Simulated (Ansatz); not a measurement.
The starting structures come from a database of crystals and need not be the phases stable at ambient conditions.

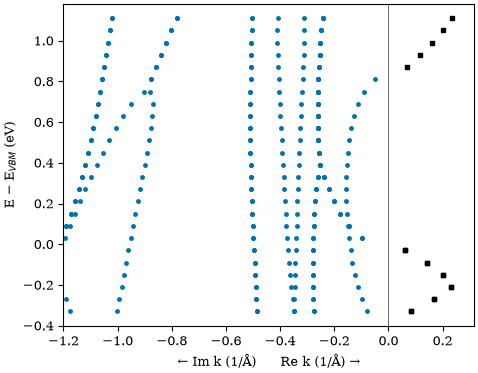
*Complex bands at the centre of the two-dimensional zone; r2SCAN (Ansatz, a quantum-chemistry and plane-wave program)*

No gap correction and no spin-orbit coupling; mid-gap values are interpolated between computed energies.

This is CuBi(PSe3)2 (P-31c, not sure to be the ambient phase, 20 atoms a cell, 23.8 Å³ an atom) along the normal of (001). Read off the slowest decay at the centre of the two-dimensional zone at 0.39 eV, the computed energy nearest the middle of the gap.

κ ≈ 0.15 1/Å, a decay length 1/(2κ) of the density of 3.3 Å.
